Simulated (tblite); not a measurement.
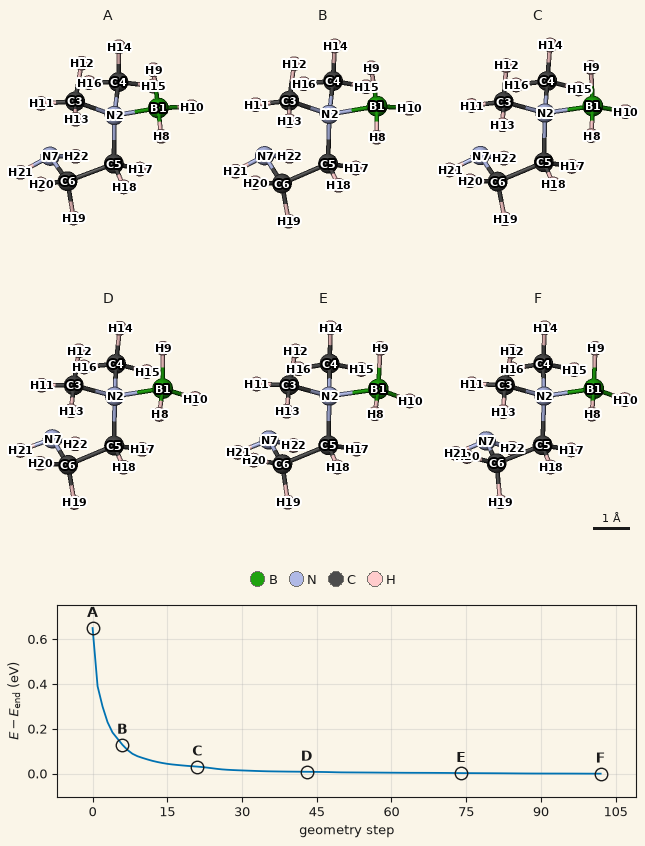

Frames of a relaxation of C$_{4}$H$_{15}$BN$_{2}$, marked on the history of the run. Style: ball-and-stick. Shown from a free direction.

The calculation used GFN2-xTB geometry optimisation, gas phase (tblite). 

**What happens along the run?**

H9 moves most after the best rigid fit: 0.40 Å. By element the largest moves are H 0.40 Å, N 0.27 Å, B 0.17 Å, C 0.15 Å. Near-neighbour distances that change, for instance: B1–N2 1.536 → 1.652 Å, N7–H22 1.060 → 1.015 Å, C3–H12 1.131 → 1.088 Å, N2–C3 1.424 → 1.459 Å. Among the angles between lasting bonds that change: N7–C6–H19 104.0° → 112.7°, N2–B1–H8 111.8° → 106.4°, H9–B1–H10 108.1° → 112.5°. Over 102 geometry steps the energy falls by 0.650 eV. From step 0 to 6: B1 moves most (0.14 Å), energy −0.521 eV. From step 6 to 21: H atoms move most (0.14 Å), energy −0.097 eV. From step 21 to 43: H9 moves most (0.17 Å), energy −0.023 eV. From step 43 to 74: H21 moves most (0.14 Å), energy −0.006 eV. From step 74 to 102: H atoms move most (0.13 Å), energy −0.003 eV.

```tsv
step	E − E(0), eV
0	0.0000
1	-0.2596
2	-0.3502
3	-0.4198
4	-0.4660
5	-0.4936
6	-0.5209
7	-0.5439
8	-0.5609
9	-0.5717
10	-0.5792
15	-0.6058
20	-0.6165
25	-0.6283
29	-0.6344
34	-0.6384
39	-0.6404
44	-0.6415
49	-0.6435
54	-0.6444
58	-0.6450
63	-0.6457
68	-0.6461
73	-0.6469
78	-0.6475
83	-0.6482
87	-0.6488
92	-0.6491
97	-0.6493
102	-0.6497
```
